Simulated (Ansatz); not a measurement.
System: TaTlSbO2.

```cif
data_structure
_symmetry_space_group_name_H-M 'P 1'
_symmetry_Int_Tables_number 1
_cell_length_a 4.0544
_cell_length_b 4.0544
_cell_length_c 5.8337
_cell_angle_alpha 90.000
_cell_angle_beta 90.000
_cell_angle_gamma 90.000
_cell_volume 95.90
loop_
_atom_site_label
_atom_site_type_symbol
_atom_site_fract_x
_atom_site_fract_y
_atom_site_fract_z
_atom_site_occupancy
Ta1 Ta 0.00000 0.00000 0.00000 1
Tl1 Tl 0.50000 0.50000 0.50000 1
Sb1 Sb 0.00000 0.00000 0.50000 1
O1 O 0.50000 0.00000 0.00000 1
O2 O 0.00000 0.50000 0.00000 1
```

Space group P4/mmm; a structure generated by program, which may or may not match a known phase; computed without spin polarisation.

These are results of Ansatz 0.2.0, DFT PBE, scalar-relativistic, plane waves, PAW, not measurements.

Predict the valence pseudo-density and electron localisation function between the atoms.

Ta–O (2.03 Å): ρ at the midpoint is about 0.79 e/Å³; the ELF peaks at about 0.80 in the valence shell of O, 0.6 Å from its nucleus, and drops to about 0.20 between the two atoms: no localised pair shows between them.
Ta–Sb (2.92 Å): ρ is about 0.34 e/Å³ halfway; the ELF peaks at about 0.70 between the atoms.

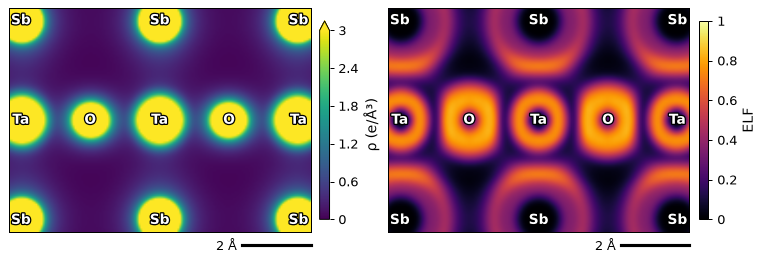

Computed valence pseudo-density and electron localisation function on the (010) plane of the conventional cell, in this order. 

Core electrons are frozen (PAW), and the valence fields are smoothed inside the atomic spheres.
